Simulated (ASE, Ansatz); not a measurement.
# Convergence of a linear-scaling basis for twisted 1T-PtSe2 bilayer, 87.80° (78 atoms)

Wanted: errors and times of a linear-scaling basis for twisted 1T-PtSe2 bilayer, 87.80° (78 atoms). A setting counts as converged where the r.m.s. difference of forces stays under 1 % of the r.m.s. force.

Program: Ansatz 0.2.0. Level of theory: Kohn-Sham DFT, PBE+D4, PAW (set soft_2, large core), plane waves. Results are calculated unless marked as measured.

**1. Set-up**

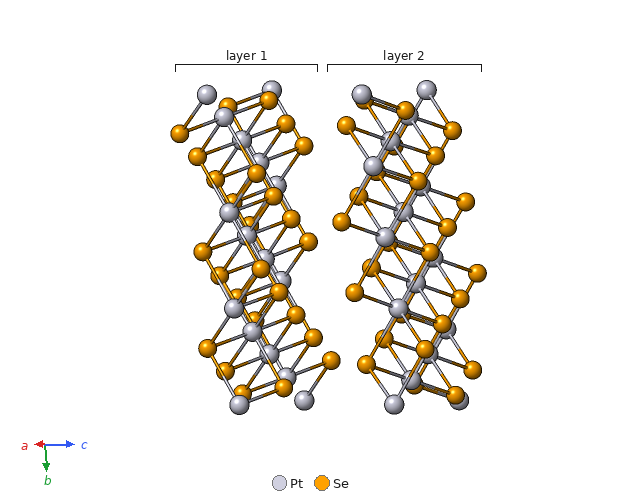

The cell as given, from the side, with the c axis across the page (platinum light grey, selenium orange). Some periodic images of atoms are drawn too.

The cell holds 78 atoms: 26 Pt and 52 Se. Cell: a = 13.449 Å, b = 13.449 Å, c = 22.440 Å, α = 90.0°, β = 90.0°, γ = 120.0°. It derives from PtSe2 (1T-PtSe2). 1T-PtSe2 (a = 3.73 Å) under 1T-PtSe2 (a = 3.73 Å), bilayer, commensurate cell of 13 unit cells a layer, twist 87.80 deg; facing planes 3.24 Å apart; 14 Å of vacuum; layers as built, displaced by a Gaussian of 0.01 Å. Regions: layer 1, 39 atoms (13 Pt and 26 Se); layer 2, 39 atoms (13 Pt and 26 Se). Vacuum lies along c.

What the set-up can't give: Beside vacuum, support functions can miss their usual error bounds without a warning. Only the Γ point is sampled, in a cell whose shortest periodic width is 12 Å. Spin–orbit coupling is left out, which matters for the levels of the heavy elements.

**2. Plane-wave single point**

The first run fixes the reference, at a cutoff of 420 eV.

The input, input.yaml:

```yaml
crystal:
  lattice:
    - [13.4487, 0.0, 0.0]
    - [-6.72435, 11.64692, 0.0]
    - [0.0, 0.0, 22.44]
  atoms:
    - { symbol: Pt, position: [0.9997, 0.0014, 0.3697] }
    - { symbol: Se, position: [0.12711, 0.17868, 0.42821] }
    - { symbol: Se, position: [0.18034, 0.05216, 0.3127] }
    - { symbol: Pt, position: [0.07639, 0.30781, 0.36946] }
    - { symbol: Se, position: [0.20432, 0.48675, 0.42748] }
    - { symbol: Se, position: [0.25617, 0.35991, 0.31271] }
    - { symbol: Pt, position: [0.15277, 0.61397, 0.36911] }
    - { symbol: Se, position: [0.28185, 0.79495, 0.42747] }
    - { symbol: Se, position: [0.33342, 0.66579, 0.31171] }
    - { symbol: Pt, position: [0.23048, 0.92396, 0.36913] }
    - { symbol: Se, position: [0.35957, 0.10398, 0.4274] }
    - { symbol: Se, position: [0.40903, 0.97454, 0.31158] }
    - { symbol: Pt, position: [0.30679, 0.2305, 0.36952] }
    - { symbol: Se, position: [0.43723, 0.40965, 0.42809] }
    - { symbol: Se, position: [0.48729, 0.28221, 0.31282] }
    - { symbol: Pt, position: [0.3862, 0.53953, 0.37045] }
    - { symbol: Se, position: [0.51311, 0.71804, 0.42758] }
    - { symbol: Se, position: [0.56556, 0.59142, 0.31128] }
    - { symbol: Pt, position: [0.46107, 0.84593, 0.36987] }
    - { symbol: Se, position: [0.58929, 0.02539, 0.42791] }
    - { symbol: Se, position: [0.64102, 0.89844, 0.31232] }
    - { symbol: Pt, position: [0.53841, 0.15474, 0.37012] }
    - { symbol: Se, position: [0.66698, 0.33314, 0.42751] }
    - { symbol: Se, position: [0.71727, 0.20525, 0.31164] }
    - { symbol: Pt, position: [0.61528, 0.46135, 0.36985] }
    - { symbol: Se, position: [0.7443, 0.64143, 0.4284] }
    - { symbol: Se, position: [0.79435, 0.5111, 0.31235] }
    - { symbol: Pt, position: [0.69205, 0.77006, 0.37081] }
    - { symbol: Se, position: [0.82144, 0.94886, 0.42793] }
    - { symbol: Se, position: [0.87371, 0.82145, 0.31215] }
    - { symbol: Pt, position: [0.7692, 0.07657, 0.36941] }
    - { symbol: Se, position: [0.89785, 0.25647, 0.42852] }
    - { symbol: Se, position: [0.94923, 0.12808, 0.31137] }
    - { symbol: Pt, position: [0.84693, 0.38358, 0.36987] }
    - { symbol: Se, position: [0.97449, 0.56317, 0.4275] }
    - { symbol: Se, position: [0.02729, 0.43684, 0.31158] }
    - { symbol: Pt, position: [0.92224, 0.69141, 0.36941] }
    - { symbol: Se, position: [0.0508, 0.87181, 0.42786] }
    - { symbol: Se, position: [0.10249, 0.74272, 0.31186] }
    - { symbol: Pt, position: [0.07732, 0.76935, 0.6308] }
    - { symbol: Se, position: [0.25763, 0.89822, 0.68821] }
    - { symbol: Se, position: [0.20491, 0.71883, 0.57243] }
    - { symbol: Pt, position: [0.15267, 0.53729, 0.62987] }
    - { symbol: Se, position: [0.33407, 0.6674, 0.68814] }
    - { symbol: Se, position: [0.28169, 0.48667, 0.57177] }
    - { symbol: Pt, position: [0.38422, 0.84501, 0.63] }
    - { symbol: Se, position: [0.56596, 0.97502, 0.68872] }
    - { symbol: Se, position: [0.51242, 0.79479, 0.57244] }
    - { symbol: Pt, position: [0.99929, 0.9993, 0.63136] }
    - { symbol: Se, position: [0.17874, 0.12726, 0.68763] }
    - { symbol: Se, position: [0.12741, 0.94891, 0.5726] }
    - { symbol: Pt, position: [0.22982, 0.30606, 0.62986] }
    - { symbol: Se, position: [0.41044, 0.43631, 0.6877] }
    - { symbol: Se, position: [0.35957, 0.2576, 0.57205] }
    - { symbol: Pt, position: [0.46268, 0.6157, 0.63022] }
    - { symbol: Se, position: [0.64177, 0.74445, 0.68756] }
    - { symbol: Se, position: [0.5906, 0.56448, 0.57189] }
    - { symbol: Pt, position: [0.69264, 0.9246, 0.6307] }
    - { symbol: Se, position: [0.87277, 0.05233, 0.6883] }
    - { symbol: Se, position: [0.82135, 0.87299, 0.57186] }
    - { symbol: Pt, position: [0.3071, 0.07722, 0.63037] }
    - { symbol: Se, position: [0.48506, 0.20417, 0.68842] }
    - { symbol: Se, position: [0.43572, 0.02589, 0.57251] }
    - { symbol: Pt, position: [0.53756, 0.38465, 0.63032] }
    - { symbol: Se, position: [0.71731, 0.51193, 0.68772] }
    - { symbol: Se, position: [0.66702, 0.33271, 0.57182] }
    - { symbol: Pt, position: [0.77016, 0.69281, 0.63029] }
    - { symbol: Se, position: [0.94946, 0.82154, 0.68781] }
    - { symbol: Se, position: [0.89668, 0.64002, 0.57303] }
    - { symbol: Pt, position: [0.61634, 0.15531, 0.62972] }
    - { symbol: Se, position: [0.79379, 0.28148, 0.6886] }
    - { symbol: Se, position: [0.7434, 0.10328, 0.57161] }
    - { symbol: Pt, position: [0.84516, 0.46202, 0.629] }
    - { symbol: Se, position: [0.0259, 0.58938, 0.6876] }
    - { symbol: Se, position: [0.97648, 0.41106, 0.57236] }
    - { symbol: Pt, position: [0.92417, 0.23167, 0.63001] }
    - { symbol: Se, position: [0.10272, 0.35826, 0.68889] }
    - { symbol: Se, position: [0.05165, 0.17936, 0.57226] }
kpoints:
  mp_grid: { grid: [1, 1, 1] }
hamiltonian:
  xc: pbe
  dispersion: d4
  pseudopotentials: { kind: paw, core: large }
scf:
  occupations: { method: fermi_dirac, width: 0.025 }
output:
  forces: true
  populations: true
  dos:
    method: { smearing: { sigma: 0.1 } }
    de: 0.1
    projected:
      site_lists:
        Pt: [Pt]
        Se: [Se]
        layer_1: [0, 1, 2, 3, 4, 5, 6, 7, 8, 9, 10, 11, 12, 13, 14, 15, 16, 17, 18, 19, 20, 21, 22, 23, 24, 25, 26, 27, 28, 29, 30, 31, 32, 33, 34, 35, 36, 37, 38]
        layer_2: [39, 40, 41, 42, 43, 44, 45, 46, 47, 48, 49, 50, 51, 52, 53, 54, 55, 56, 57, 58, 59, 60, 61, 62, 63, 64, 65, 66, 67, 68, 69, 70, 71, 72, 73, 74, 75, 76, 77]
  eigenvalues: true
  write_density: true
  write_potential: true
  volumetric_format: npy
```

Command:

```bash
ansatz run input.yaml --threads 8 --pin off --max-ram 15872MiB --backend cpu --events-out ev --progress --plain --runs-dir out
```

Numbers of over 12 decimals in the logs are rounded to 6 here.

The log of the run:

```text
Engine: ansatz 0.2.0, aarch64-unknown-linux-gnu
Pseudopotentials: kind: paw
Pseudopotential: Pt, paw, valence charge 18, recommended cutoff 420 eV (normal), Pt.paw.azcp
Pseudopotential: Se, paw, valence charge 6, recommended cutoff 420 eV (normal), Se.paw.azcp#standard-large-core
[... 5 lines on functional and potentials left out ...]
Crystal: 78 atoms, lattice volume = 3514.910 Å³
Basis set: ecut = 420 eV, 68787 PW (Γ), exchange–correlation on 180×180×300 points (8 copies of the dense FFT grid, shifted against one another)
Bands: 468, of which v1, the nominal top of the filled ones, is band 390 counted from 1 (389 counted from 0)
Symmetry: 1 space group operations
Space group: P1 (ITA 1), of the structure as read, at distance tolerance 1.5e-4 Å
k-points: 1
[... 5 lines on functional and potentials left out ...]
Initial density: superposition of atomic densities (neutral atoms: chi_scale 0, normalization atom)
Initial wavefunctions: pseudopotential atomic-orbital guess
Functional: x = pbe(κ = 0.804, μ = 0.219515), c = pbe(β = 0.066725)
SCF iter   1: F=—  HF=-459746.451433 eV  |F-HF|=—  |Δ(HF+E_count)|=         —  Δρ=5.73e-2  dr2=1.20e2  ethr=3.10e-3  ⟨swp⟩=9.0  Hψ=2477  notcnv=0  defer=12
preconditioner: auto → Resta (q_TF=auto, 2.123 Å⁻¹)  ε∞=4.5  [insulator: Δε(μ)=1.427 eV  Ē_g=7.996 eV  σ=0.025 eV  W_gap=1.00  n_scr=572 (ndim 8)  ℏωp=15.0 eV  f_vac=0.474  D(μ)=0.00/eV (n_scr^D=0)  ε∞_Penn≈4.5  vacuum switching on, ρ_ref=4.6e-3 e/Å³]
SCF iter   2: F=—  HF=-459730.565012 eV  |F-HF|=—  |Δ(HF+E_count)|=    1.59e1  Δρ=2.29e-2  dr2=2.99e1  ethr=3.10e-3  ⟨swp⟩=5.0  Hψ=1311  notcnv=0  defer=72
SCF iter   3: F=—  HF=-459725.640981 eV  |F-HF|=—  |Δ(HF+E_count)|=    4.92e0  Δρ=1.20e-2  dr2=2.34e0  ethr=3.10e-3  ⟨swp⟩=3.0  Hψ=691  notcnv=0  defer=53
SCF iter   4: F=—  HF=-459725.565783 eV  |F-HF|=—  |Δ(HF+E_count)|=   7.52e-2  Δρ=3.13e-3  dr2=5.47e-1  ethr=3.00e-4  ⟨swp⟩=4.0  Hψ=1044  notcnv=0  defer=53
SCF iter   5: F=—  HF=-459725.495444 eV  |F-HF|=—  |Δ(HF+E_count)|=   7.03e-2  Δρ=8.26e-4  dr2=1.23e-1  ethr=7.02e-5  ⟨swp⟩=5.0  Hψ=702  notcnv=0  defer=53
SCF iter   6: F=—  HF=-459725.493208 eV  |F-HF|=—  |Δ(HF+E_count)|=   2.24e-3  Δρ=8.25e-4  dr2=4.89e-2  ethr=1.57e-5  ⟨swp⟩=4.0  Hψ=686  notcnv=0  defer=53
SCF iter   7: F=—  HF=-459725.488194 eV  |F-HF|=—  |Δ(HF+E_count)|=   5.01e-3  Δρ=3.39e-4  dr2=7.76e-3  ethr=6.27e-6  ⟨swp⟩=2.0  Hψ=630  notcnv=0  defer=53
SCF iter   8: F=—  HF=-459725.487466 eV  |F-HF|=—  |Δ(HF+E_count)|=   7.28e-4  Δρ=7.66e-5  dr2=4.31e-4  ethr=9.95e-7  ⟨swp⟩=2.0  Hψ=752  notcnv=0  defer=53
SCF iter   9: F=—  HF=-459725.487630 eV  |F-HF|=—  |Δ(HF+E_count)|=   1.64e-4  Δρ=3.79e-5  dr2=1.26e-4  ethr=5.53e-8  ⟨swp⟩=3.0  Hψ=879  notcnv=0  defer=53
SCF iter  10: F=—  HF=-459725.487483 eV  |F-HF|=—  |Δ(HF+E_count)|=   1.47e-4  Δρ=1.66e-5  dr2=1.75e-5  ethr=1.62e-8  ⟨swp⟩=3.0  Hψ=637  notcnv=0  defer=53
SCF iter  11: F=—  HF=-459725.487983 eV  |F-HF|=—  |Δ(HF+E_count)|=   5.00e-4  Δρ=6.40e-6  dr2=4.33e-6  ethr=2.24e-9  ⟨swp⟩=3.0  Hψ=852  notcnv=0  defer=53
SCF iter  12: F=—  HF=-459725.487984 eV  |F-HF|=—  |Δ(HF+E_count)|=   1.51e-6  Δρ=3.19e-6  dr2=1.34e-6  ethr=5.56e-10  ⟨swp⟩=2.0  Hψ=701  notcnv=0  defer=53
SCF iter  13: F=—  HF=-459725.487985 eV  |F-HF|=—  |Δ(HF+E_count)|=   3.06e-7  Δρ=1.54e-6  dr2=1.84e-7  ethr=1.72e-10  ⟨swp⟩=2.0  Hψ=647  notcnv=0  defer=53
SCF iter  14: F=-459725.487985 eV  HF=-459725.487985 eV  |F-HF|=1.92e-9  |Δ(HF+E_count)|=   8.54e-8  Δρ=7.74e-7  dr2=5.32e-8  ethr=1.28e-11  ⟨swp⟩=25.0  Hψ=4572  notcnv=0
SCF 1 converged in 14 iterations: F = -459725.487985 eV  dr2 = 5.32e-8
  greatest PAW one-centre occupation: 1.000 electrons in one spin orbital (limit 2), on the Pt atom at site 48 (counted from 0), in its partial waves of l = 0
WARN: The output density's exchange-correlation potential varies sharply where the density is thin. Do not read a vacuum level from v_tot or v_xc, or from such a field of the output density. On a cell that repeats whose density bears no net charge and no dipole along the vacuum's axis use v_es (v_loc + v_h of the components); [...]
SCF converged after 14 iterations
Free energy (F): -459725.487985 eV
Harris-Foulkes:  -459725.487985 eV  (|F-HF|=1.92e-9)
Internal energy: -459725.487985 eV  (E = F + TS)
E sigma→0 (E₀):  -459725.487985 eV
Fermi energy:    2.260282 eV
--- Per-component energies (eV) ---
  E_band       = -14839.250730
  E_kinetic    = 21785.232052
  E_local      = -453481.147151  (includes V_loc(G=0)·N_el)
  E_nonlocal   = 7955.244758
  E_hartree    = 214481.946423
  E_xc         = -16687.291063
  E_vxc        = -12096.664205  (∫ρ·V_xc dr)
  E_paw        = -360451.598841  (= ΣΔE_a)
  E_vpaw       = -7965.812557  (= ΣTr[D̂ρ^β])
  E_aug_tail   = 0.005438  (compensation charges beyond the density's cutoff)
  E_ewald      = 126702.012204
  E_disp       = -29.891806  (pairwise vdW)
  E_smearing   = -0.000000  (= −TS)
  E_closure    = -0.000000  (closes the sum)
  Σ components = -459725.487985   (vs F -459725.487985, Δ=0.00e0)
--- Forces (eV/Å), atoms counted from 1 ---
  atom   1  Pt     0.30393335    -0.26794916     0.17284293
  atom   2  Se     0.09567510     0.18122844     0.08733787
  atom   3  Se    -0.20276921    -0.02192860    -0.44795766
  atom   4  Pt     0.09843900    -0.05580274     0.26525111
  atom   5  Se     0.02041661     0.03740222     0.20887578
  atom   6  Se     0.08142980    -0.00471001    -0.31799728
  atom   7  Pt     0.17365419     0.32809948     0.27922113
  atom   8  Se    -0.05233115     0.00055332     0.11184140
  atom   9  Se     0.01166275     0.05708318    -0.13316697
  atom  10  Pt     0.10265048    -0.19193040     0.39864885
  atom  11  Se    -0.10239251    -0.13338752     0.34599770
  atom  12  Se     0.15655187     0.01723493    -0.10868549
  atom  13  Pt     0.08480285     0.19020411     0.30568233
  atom  14  Se    -0.21192382     0.07016969     0.24778615
[...]
atom  77  Se    -0.00047616     0.01511312     0.01554535
  atom  78  Se    -0.19242767    -0.10394486    -0.15781725
  max |Σ_I F_I| component: 9.88e-6 eV/Å
--- Band table (eV) ---
  k-point 0: bands = ["-96.9446", "-96.9332", "-96.9259", "-96.9143", [... 452 levels ...], "7.1449", "7.1594", "7.1954", "7.2062", "7.2250", "7.2330", "7.2438", "7.2518", "7.2644", "7.2726", "7.2757", "7.3161"]
--- Löwdin populations: 78 sites ---
  site symbol       q [e]
     0     Pt     17.3722
     1     Se      6.1988
     2     Se      6.1918
[...]
77     Se      6.1926
  spilling = 0.007454 (of n_electrons = 780.000000)
```

Elapsed: 41 s, on 8 threads of Arm Neoverse V2, shared host; peak memory 4.4 GiB; 5.3 min of CPU time.

The program notes that potentials were chosen by core size and the exchange-correlation potential is rough where the density is thin.

The run gave:

```
free energy                                      : -459725.4880 eV
free energy per atom                             : -5893.9165 eV/atom
SCF cycles                                       : 14
r.m.s. force component                           : 0.1793 eV/Å
longest force                                    : 0.5909 eV/Å
Fermi energy                                     : 2.26 eV
gap (highest filled to lowest empty level) : 1.185 eV
potential in mid-vacuum, over the Fermi level    : 4.952 eV
potential 4.5 Å over the upper face              : 4.952 eV
potential 4.5 Å under the lower face             : 4.952 eV
spilling of the projection                       : 0.007454
```

The r.m.s. force component of 0.18 eV/Å sets the scale for the differences below.

**3. Support functions low**

The cell is solved in localised support functions.

This step: Kohn-Sham DFT, PBE+D4, PAW (set soft_2, large core), localised support functions (low) (Ansatz 0.2.0).

input.yaml, the sections that differ from step 2:

```yaml
scf:
  occupations: { method: fermi_dirac, width: 0.025 }
  eigensolver: { kind: { support_functions: { accuracy: low } } }
  mixing: { beta: 0.2 }
  max_iter: 150
output:
  forces: true
  eigenvalues: true
# crystal, kpoints, hamiltonian: as in step 2
```

The log of the run:

```text
Warning: scf.eigensolver.kind.support_functions: disabling space-group detection — the functions' gradient is summed over unrotated k-points, so no spatial operation reduces the k-mesh or symmetrises the density; time reversal is kept, so that k and −k are solved as one point where they differ and the mesh holds both, and exact exchange and, on two spinor components, a DFT+U term hold to it where the run has them: [...]
settings of this run that can trade accuracy for cost: scf.eigensolver.kind.support_functions; scf.eigensolver.kind.support_functions.accuracy: low [...]
[...]
Crystal: 78 atoms, lattice volume = 3514.910 Å³
Basis set: ecut = 420 eV, 68787 PW (Γ), exchange–correlation on 180×180×300 points (8 copies of the dense FFT grid, shifted against one another)
Bands: 468, of which v1, the nominal top of the filled ones, is band 390 counted from 1 (389 counted from 0)
Symmetry: 1 space group operations
k-points: 1
[...]
SCF iter   1: F=—  HF=-459687.051447 eV  |F-HF|=—  |Δ(HF+E_count)|=         —  Δρ=5.77e-2  dr2=1.29e2  ethr=1.00e-1
[...]
SCF iter  15: F=—  HF=-459725.542418 eV  |F-HF|=—  |Δ(HF+E_count)|=   3.81e-3  Δρ=2.31e-5  dr2=2.48e-5  ethr=8.58e-9  κ⁻¹=5.8e-5(r=7)
SCF iter  16: F=-459725.545715 eV  HF=-459725.545706 eV  |F-HF|=9.42e-6  |Δ(HF+E_count)|=   3.29e-3  Δρ=1.35e-5  dr2=4.48e-6  ethr=3.18e-9
SCF 1 converged in 16 iterations: F = -459725.606129 eV  dr2 = 4.48e-6
[...]
SCF converged after 16 iterations
Stability not checked: this state was not tested for a lower state beside it, because the mixer in use, unlike msr1, does not test its closes by its own steps (another_mixer; see scf.mixing.algorithm and scf.lower_state_search)
Free energy (F): -459725.606129 eV
[...]
Internal energy: -459725.606129 eV  (E = F + TS)
E sigma→0 (E₀):  -459725.606129 eV
Fermi energy:    2.260628 eV
[...]
Σ components = -459725.606129   (vs F -459725.606129, Δ=0.00e0)
--- Forces (eV/Å), atoms counted from 1 ---
  atom   1  Pt     0.30411791    -0.26864213     0.17236431
  atom   2  Se     0.09581251     0.18190683     0.08389725
  atom   3  Se    -0.20303704    -0.02171481    -0.44575591
  atom   4  Pt     0.09807717    -0.05592277     0.26446356
[...]
atom  78  Se    -0.19215792    -0.10512138    -0.15309828
  max |Σ_I F_I| component: 4.52e-3 eV/Å
--- Band table (eV) ---
[...]
```

The job ended after 1.7 min (8 threads; peak memory 5.3 GiB).

The program notes that the band table was not solved further than the SCF left it and it switched symmetry off.

Keys that differ from the reference: support_functions.accuracy = "low", scf.max_iter = 150 and scf.mixing.beta = 0.2.

Forces differ from the reference by 1.5 meV/Å r.m.s., 0.85 % of their size, within a tolerance of 1 %; the energy by -1.5 meV/atom. It took 1.7 min and 16 cycles; the reference's time can't be set against it, since the two runs asked for unlike analyses.

**4. Support functions medium**

The cell is solved in localised support functions.

This step: Kohn-Sham DFT, PBE+D4, PAW (set soft_2, large core), localised support functions (medium) (Ansatz 0.2.0).

input.yaml: that of step 3 with these lines changed.

```diff
@@ -15,3 +15,3 @@
   occupations: { method: fermi_dirac, width: 0.025 }
-  eigensolver: { kind: { support_functions: { accuracy: low } } }
+  eigensolver: { kind: { support_functions: { accuracy: medium } } }
   mixing: { beta: 0.2 }
```

The log of the run:

```text
[...]
Crystal: 78 atoms, lattice volume = 3514.910 Å³
Basis set: ecut = 420 eV, 68787 PW (Γ), exchange–correlation on 180×180×300 points (8 copies of the dense FFT grid, shifted against one another)
Bands: 468, of which v1, the nominal top of the filled ones, is band 390 counted from 1 (389 counted from 0)
Symmetry: 1 space group operations
k-points: 1
[...]
SCF iter   1: F=—  HF=-459687.002906 eV  |F-HF|=—  |Δ(HF+E_count)|=         —  Δρ=5.77e-2  dr2=1.29e2  ethr=1.00e-1
[...]
SCF iter  18: F=—  HF=-459725.553627 eV  |F-HF|=—  |Δ(HF+E_count)|=   4.73e-6  Δρ=6.23e-6  dr2=1.99e-6  ethr=6.32e-10  κ⁻¹=7.4e-5(r=7)
SCF iter  19: F=-459725.553628 eV  HF=-459725.553628 eV  |F-HF|=7.76e-8  |Δ(HF+E_count)|=   8.02e-7  Δρ=4.93e-6  dr2=8.55e-7  ethr=2.55e-10
SCF 1 converged in 19 iterations: F = -459725.606476 eV  dr2 = 8.55e-7
[...]
SCF converged after 19 iterations
[...]
Free energy (F): -459725.606476 eV
[...]
Internal energy: -459725.606476 eV  (E = F + TS)
E sigma→0 (E₀):  -459725.606476 eV
Fermi energy:    2.260419 eV
[...]
Σ components = -459725.606476   (vs F -459725.606476, Δ=0.00e0)
--- Forces (eV/Å), atoms counted from 1 ---
  atom   1  Pt     0.30433180    -0.26864323     0.17256952
  atom   2  Se     0.09567169     0.18163489     0.08400069
  atom   3  Se    -0.20285205    -0.02197255    -0.44627470
  atom   4  Pt     0.09805017    -0.05581902     0.26440605
[...]
atom  78  Se    -0.19232630    -0.10461979    -0.15350714
  max |Σ_I F_I| component: 3.56e-3 eV/Å
--- Band table (eV) ---
[...]
```

Wall time 2 min (8 threads); peak memory 5.4 GiB.

Keys that differ from the reference: support_functions.accuracy = "medium", scf.max_iter = 150 and scf.mixing.beta = 0.2.

Forces differ from the reference by 1.4 meV/Å r.m.s., 0.78 % of their size, within a tolerance of 1 %; the energy by -1.5 meV/atom. It took 2 min and 19 cycles; the reference's time can't be set against it, since the two runs asked for unlike analyses.

[end of part 1 of 3]

[Logs are printed without paths, hosts, clocks, repeated set-up lines and the standing remarks that a program may print on its own settings, such as how far it seeks lower states.]

[Hosts, paths, dates, database ids (printed as entryN), source tags and the programs' standing remarks are cut or masked in the printed files.]
